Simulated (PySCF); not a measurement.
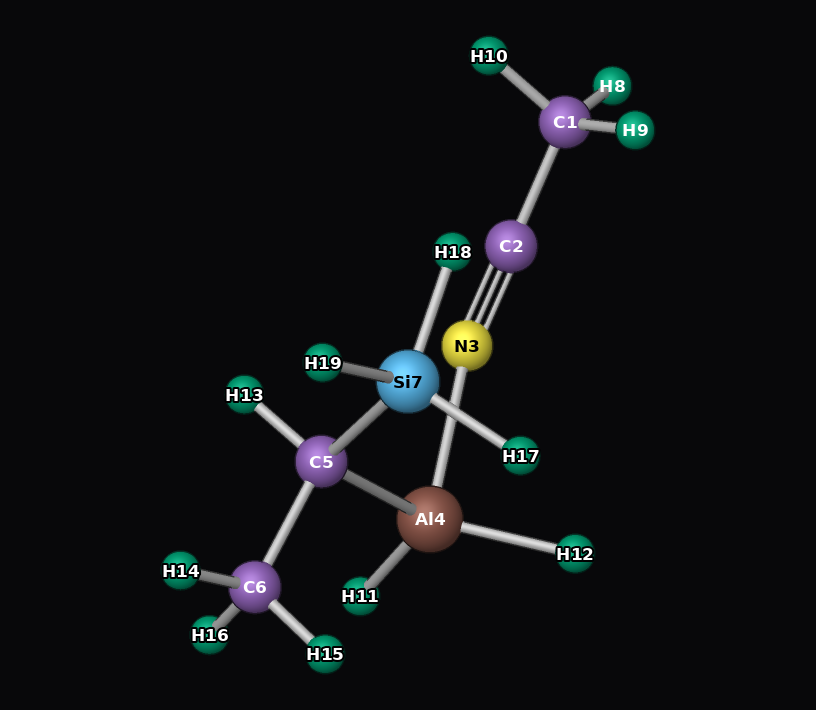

The questions are on isotropic NMR shieldings of the H atoms. The geometry was computed by an optimisation with GFN2-xTB. No frequency run is at hand to confirm it as a minimum. Level of theory: GIAO PBE0/pcSseg-1 NMR shielding, non-relativistic, gas phase (PySCF 2.14.0).

Q: Which H atom is the most shielded (lowest chemical shift)?

A: H13 (31.84 ppm).

Q: Which H atom is the least shielded (highest chemical shift)?

A: H12 (27.50 ppm).

Q: How wide is the range of H shifts?

A: 4.34 ppm.

Give the isotropic NMR shieldings of the H atoms atom by atom.

```csv
atom,σ (ppm)
H8,29.39
H9,29.18
H10,29.26
H11,27.99
H12,27.50
H13,31.84
H14,30.12
H15,30.77
H16,29.91
H17,27.86
H18,28.01
H19,27.70
```

The geometry is semi-empirical. Around Al, Si such bond lengths and angles can be off by a tenth of an ångström or more and by several degrees, and values that hang on the shape move with them.
